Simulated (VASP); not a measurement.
Band structure of SrCuSeF (space group P4/nmm). Calculation: r2SCAN meta-GGA, VASP's PBE PAW potentials (set 64) (plane waves; VASP 6.6.1).

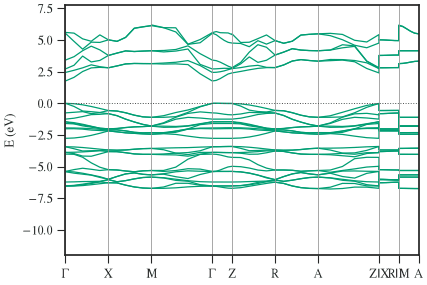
Figure: Bands along high-symmetry lines, zero at the valence-band maximum or, without a gap, the Fermi level

**Question.** Read the plot: is there a gap, and where are the band edges?

**Answer.** The gap is direct, 1.76 eV, from the valence maximum at Γ to the conduction minimum at Γ.

The structure comes from a computed database's SrCuSeF entry (P4/nmm); how it stands against other phases isn't given here. It was relaxed first.
